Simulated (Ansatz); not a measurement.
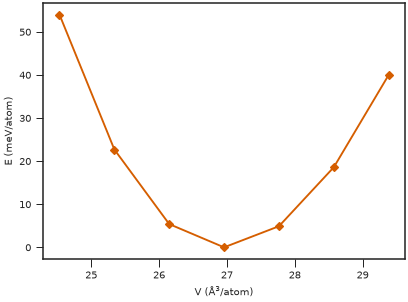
LuSb (rock salt, space group No. 225) under volume change, the program Ansatz at the PBEsol level (PAW), scaled uniformly.

### Question
What does a third-order Birch–Murnaghan fit give for V₀, B₀ and B′?

### Answer
V₀ = 26.96 Å³/atom, B₀ = 67.8 GPa, B′ = 4.0.

Space group Fm-3m (rock salt). The workflow started from a Materials Project entry (that database holds measured and hypothetical structures alike); the Crystallography Open Database copy checked does not list it. Its standing as an ambient phase is unchecked. Symmetry was held in the PBEsol relaxation; of distortions, only those at the zone centre were tested. Scalar-relativistic: spin–orbit coupling is off unless named, which matters more the heavier the elements.

Potentials: the later of the program's two PAW sets.
